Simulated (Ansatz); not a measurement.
## Frequency calculation, with input and output: CH$_{7}$O$_{3}$Si

System: CH$_{7}$O$_{3}$Si, multiplicity 2.
Method: UKS BHLYP-D4/def2-SVP (Ansatz 0.2.0).

It belongs to a series of runs on one base structure; here: vibrations at the highest image of the band. Figures and captions count atoms from 1; the log counts them from 0 in places.

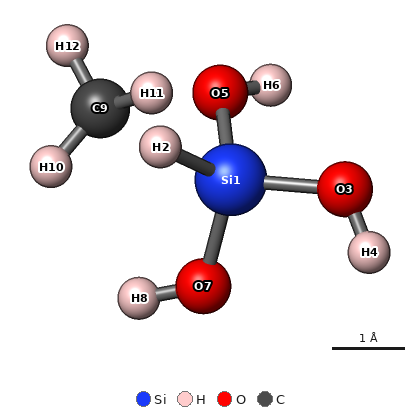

Figure 1. The input geometry (ball-and-stick view, seen at a tilt; atoms are numbered from 1 in the order of the input).

**Key numbers**

| quantity | value |
| --- | --- |
| outcome | converged |
| total energy | −15159.4101 eV |
| mean-field energy | −15159.1633 eV |
| ⟨S²⟩ | 0.762 |
| largest force (length of the vector) | under 0.001 eV/Å |
| hardware | 4 threads of AMD EPYC (Zen 5), 32 GiB of memory available, shared host |
| wall time | 43 s (CPU time 2.7 min) |
| peak memory | 0.34 GiB |

**Input file**
```yaml
crystal:
  periodic: [false, false, false]
  atoms:
    - { symbol: Si, position_ang: [-0.114332, -0.190546, 0.156665] }
    - { symbol: H, position_ang: [-0.027768, -0.092722, 1.807048] }
    - { symbol: O, position_ang: [1.318022, 0.059461, -0.617036] }
    - { symbol: H, position_ang: [1.777487, -0.714389, -0.933383] }
    - { symbol: O, position_ang: [-1.13968, 1.023688, -0.264961] }
    - { symbol: H, position_ang: [-1.088409, 1.350201, -1.161275] }
    - { symbol: O, position_ang: [-0.607999, -1.676771, -0.378868] }
    - { symbol: H, position_ang: [-1.40961, -2.050043, -0.023399] }
    - { symbol: C, position_ang: [0.040327, 0.130543, 3.259825] }
    - { symbol: H, position_ang: [-0.186984, -0.844603, 3.685117] }
    - { symbol: H, position_ang: [1.063285, 0.465264, 3.415516] }
    - { symbol: H, position_ang: [-0.717038, 0.891315, 3.433048] }
magnetization:
  spin_polarized: true
  initial_magnetization: 1
basis:
  gaussian: { orbitals: def2-SVP }
hamiltonian:
  xc: { name: BHLYP }
  dispersion: d4
phonons: {}
```

Run as:
```bash
ansatz run input.yaml --threads 4 --pin off --max-ram 5120MiB --backend cpu --events-out ev --progress --plain --runs-dir out
```

**Output**
```
Engine: ansatz 0.2.0, x86_64-unknown-linux-gnu
Functional definition: BHLYP
  parameter a = 0.5
  exchange = (1 - a)*b88_x + a*exact_x
  correlation = lyp_c
1137 factors; integrals over basis functions are off by at most 3.3e-4 eV
mean field evaluation 1: about -15149.7056 eV, gradient 5.1e1 eV
mean field evaluation 2: about -15149.3965 eV, gradient 5.2e1 eV
mean field evaluation 4: about -15159.1241 eV, gradient 1.3e0 eV
mean field evaluation 8: about -15159.1631 eV, gradient 5.2e-2 eV
mean field evaluation 16: about -15159.1631 eV, gradient 1.0e-4 eV
mean field -15159.16314832 eV, -557.0889704510 hartree, gradient 1.2e-5 eV, S^2 0.762168; 0 other end points of the search recorded, 0 dependent functions left out
the calculation of the forces begins
reference -15159.16331768 eV, -557.0889766748 hartree; 26, 25 occupied and 83, 84 virtual orbitals, 1137 factors
these checks for a lower state are left out or cut short: stability, starts, cluster_reference, orbital_swaps, neighbouring_geometries, increment
1137 factors; integrals over basis functions are off by at most 3.3e-4 eV
mean field -15159.16300698 eV, -557.0889652567 hartree, gradient 2.4e-6 eV, S^2 0.762165; 0 other end points of the search recorded, 0 dependent functions left out
[... from here on the field's lines of each further geometry are left out, up to the last ...]
the calculation of the forces begins
reference -15159.16332431 eV, -557.0889769184 hartree; 26, 25 occupied and 83, 84 virtual orbitals, 1137 factors
these checks for a lower state are left out or cut short: stability, starts, cluster_reference, orbital_swaps, neighbouring_geometries, increment
1137 factors; integrals over basis functions are off by at most 3.3e-4 eV
mean field evaluation 448: about -15159.1631 eV, gradient 1.3e-5 eV
mean field -15159.16312297 eV, -557.0889695192 hartree, gradient 1.7e-6 eV, S^2 0.762170; 0 other end points of the search recorded, 0 dependent functions left out
the calculation of the forces begins
reference -15159.16329233 eV, -557.0889757430 hartree; 26, 25 occupied and 83, 84 virtual orbitals, 1137 factors
WARN: phonons: modes at or below zero, which the zero-point energy, F, S and C_V leave out: 1, the lowest at -1560.33 cm⁻¹. A minimum has none, and a first-order saddle one
Total energy: -15159.41014296 eV, -557.0980473365 hartree
Atom 0 at    -0.114332    -0.190546     0.156665 Å, force     0.000093     0.000086    -0.000045 eV/Å
Atom 1 at    -0.027768    -0.092722     1.807048 Å, force    -0.000057     0.000112     0.000214 eV/Å
Atom 2 at     1.318022     0.059461    -0.617036 Å, force    -0.000040    -0.000093     0.000051 eV/Å
Atom 3 at     1.777487    -0.714389    -0.933383 Å, force     0.000005    -0.000072     0.000020 eV/Å
Atom 4 at    -1.139680     1.023688    -0.264961 Å, force    -0.000156     0.000209    -0.000087 eV/Å
Atom 5 at    -1.088409     1.350201    -1.161275 Å, force     0.000209    -0.000094    -0.000002 eV/Å
Atom 6 at    -0.607999    -1.676771    -0.378868 Å, force    -0.000044    -0.000113     0.000006 eV/Å
Atom 7 at    -1.409610    -2.050043    -0.023399 Å, force    -0.000054     0.000144     0.000054 eV/Å
Atom 8 at     0.040327     0.130543     3.259825 Å, force     0.000063    -0.000229    -0.000308 eV/Å
Atom 9 at    -0.186984    -0.844603     3.685117 Å, force     0.000278    -0.000028    -0.000008 eV/Å
Atom 10 at     1.063285     0.465264     3.415516 Å, force    -0.000137     0.000252    -0.000042 eV/Å
Atom 11 at    -0.717038     0.891315     3.433048 Å, force    -0.000160    -0.000174     0.000148 eV/Å
Dipole moment:    -0.093781    -0.279889    -0.063819 e Å
Vibrations: -1560.33 13.86 57.75 60.76 168.69 219.15 231.73 306.98 321.53 369.71 454.97 484.12 503.81 787.87 799.20 813.91 863.42 951.74 985.29 1110.08 1169.48 1208.52 1452.68 1456.21 3147.20 3311.46 3316.48 4009.73 4035.91 4047.64 cm⁻¹, zero-point energy 2.272623 eV
```

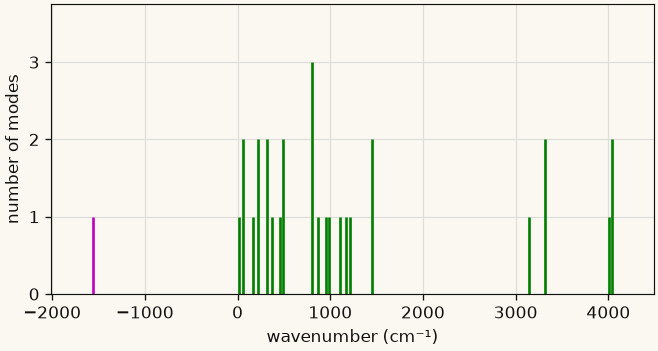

Figure 2. Harmonic vibrational wavenumbers from the force constants; neighbouring modes closer than 25 cm⁻¹ are counted in one stick, and imaginary ones are drawn at negative wavenumbers. 30 modes from 1560i to 4048 cm⁻¹, 1 imaginary beyond 8i (1560i cm⁻¹): a first-order saddle point, if the geometry is stationary.
